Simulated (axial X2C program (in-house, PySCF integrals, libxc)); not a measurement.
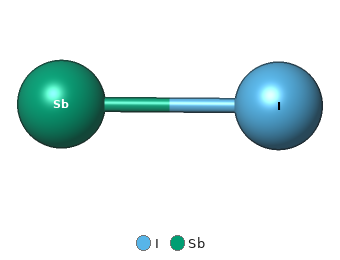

*The molecule at the reference distance of 2.848 Å.*

# Relativistic diatomic calculation, with input and output: ISb⁻

- system: ISb⁻, single determinant with M_S = 1/2 and |Λ| = 1.
- method: B3LYP, spin-free X2C-1e, I dyall-acv3z, Sb dyall-acv3z (cores contracted) (axial X2C program (in-house, PySCF integrals, libxc))

**The input**
```
{"zs": [53, 51], "q": -1, "bas": ["dyall-acv3z", "dyall-acv3z"], "levels": ["PBE0", "HF", "B3LYP"], "cc": true, "r0": 2.73, "thr": -1.0, "nmax": 90, "npts": 10, "nst": 2, "ntry": 6}
```

The line is the task of a batch: nuclear charges, charge, bases, the levels to run, a first guess of the distance and further settings. This report covers B3LYP without spin-orbit coupling. The log is that of the reference distance 2.848 Å.

Hardware: 1 thread of Arm Neoverse V1, 24 GiB of memory available, shared host.

Launched within a batch (the task file carries these settings):
```bash
python <driver script> task.json out
```

**Log**
```
spin-free X2C-1e  B3LYP
basis functions 280  fitting functions 1400  grid points 5805
iter        total energy     max residual
   1     -13596.782606597     1.03e-01
   2     -13596.784884849     2.07e-03
   3     -13596.784912172     1.21e-03
   4     -13596.784916265     3.44e-04
   5     -13596.784916754     9.82e-05
   6     -13596.784916790     3.92e-05
   7     -13596.784916806     2.54e-05
   8     -13596.784916810     1.21e-05
converged
one-electron -19679.60315281  Coulomb 5936.35052050  exact exchange -69.95847842  xc functional -285.80905928  nuclear repulsion 502.23525320
```

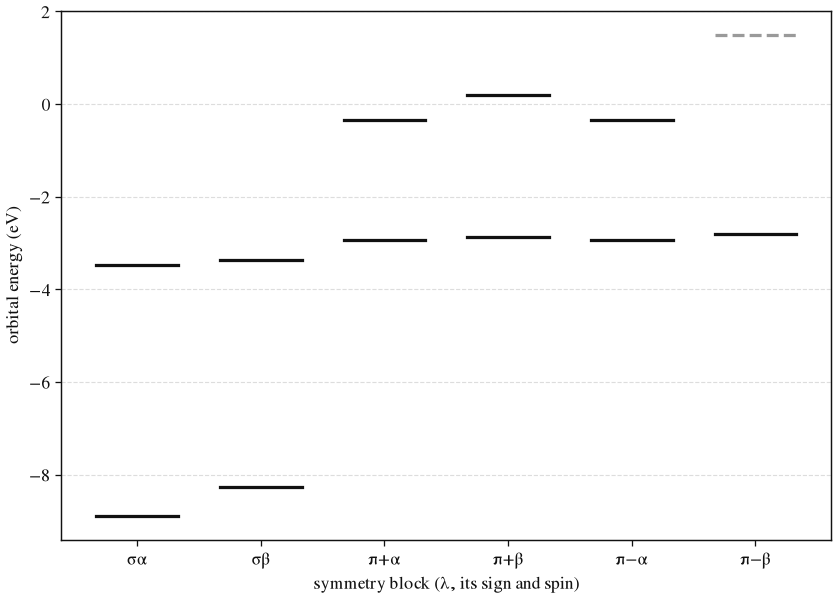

*Orbital energies near the frontier at 2.85 Å, filled (solid) and empty (dashed); a label such as π−α means λ = −1 and α spin.*

The highest filled orbital (π+β; 83 % Sb p, 7 % I d) lies at 0.20 eV, the lowest empty one (π−β; 84 % Sb p, 8 % I d) at 1.49 eV. A filled level above zero is held only by the finite basis .

**What the run reported**

```tsv
quantity	value
outcome	not converged in a step after the SCF shown
largest ⟨S²⟩ along the curve	0.75
wall time	9.7 s
peak memory	1 GiB
```

**What went wrong**

The SCF whose log is shown converged, but a later step did not. The run therefore gave no full result.
